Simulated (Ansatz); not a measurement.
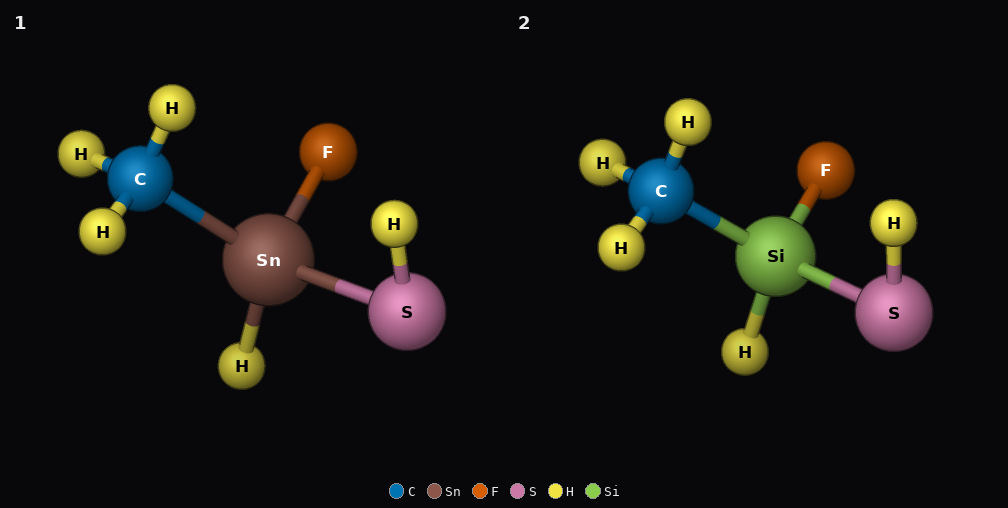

2 molecules with one skeleton, seen from the same side and at one scale. Each species is neutral and a spin singlet. Computed geometries: PBE0-D4/def2-TZVP optimisations, one conformation each. Properties computed with Ansatz 0.2.0. Elements past Kr carry core potentials.

One atom differs, called X below: Sn in panel 1, Si in panel 2. Their formulas are CH5FSSn (`[CH3][Sn@@H]([F])[SH]`), CH5FSSi (`C[Si@@H](F)S`).

In which is the length of X–C larger (PBE0-D4/def2-TZVP)?

In panel 1 (X = Sn).

In which is the length of X–F larger (PBE0-D4/def2-TZVP)?

In panel 1 (X = Sn).

Give the values. With PBE0-D4/def2-TZVP: length of X–C (Å), length of X–F (Å), length of X–H (Å), length of X–S (Å), angle C–X–H (°), harmonic zero-point energy (kJ/mol). With r2SCAN-D4/def2-TZVPP: dipole moment (D), HOMO energy (Kohn–Sham orbital) (eV), HOMO–LUMO gap (eV).

```json
{"quantity": "length of X–C (Å)", "1 (Sn)": "2.121", "2 (Si)": "1.851", "2 − 1": "−0.270"}
{"quantity": "length of X–F (Å)", "1 (Sn)": "1.929", "2 (Si)": "1.602", "2 − 1": "−0.327"}
{"quantity": "length of X–H (Å)", "1 (Sn)": "1.701", "2 (Si)": "1.481", "2 − 1": "−0.220"}
{"quantity": "length of X–S (Å)", "1 (Sn)": "2.387", "2 (Si)": "2.125", "2 − 1": "−0.262"}
{"quantity": "angle C–X–H (°)", "1 (Sn)": "119.6", "2 (Si)": "113.7", "2 − 1": "−5.9"}
{"quantity": "dipole moment (D)", "1 (Sn)": "3.20", "2 (Si)": "2.04", "2 − 1": "−1.16"}
{"quantity": "HOMO energy (Kohn–Sham orbital) (eV)", "1 (Sn)": "−6.72", "2 (Si)": "−6.82", "2 − 1": "−0.10"}
{"quantity": "HOMO–LUMO gap (eV)", "1 (Sn)": "5.44", "2 (Si)": "6.61", "2 − 1": "+1.17"}
{"quantity": "harmonic zero-point energy (kJ/mol)", "1 (Sn)": "142.1", "2 (Si)": "153.0", "2 − 1": "+10.9"}
```
